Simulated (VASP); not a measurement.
Band structure of NiGe (space group Pnma). Method: PBE GGA, VASP's PBE PAW potentials (set 64) (plane waves; VASP).

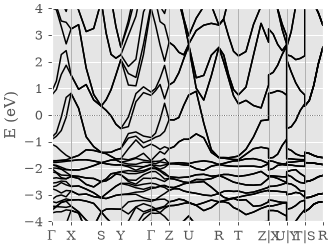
Fig. 1. Bands along high-symmetry lines, zero at the valence-band maximum or, without a gap, the Fermi level

Question: Read the plot: is there a gap, and where are the band edges?

Answer: It has no gap at this level: it comes out as a metal or semimetal.

The structure comes from a computed database's NiGe entry (Pnma); how it stands against other phases isn't given here. The cell was not relaxed at this level. The k-mesh is coarse (spacing up to 0.37 per Å, 2π included), so the numbers may not be converged in it. The run is not spin-polarised, so no magnetic state was tried.
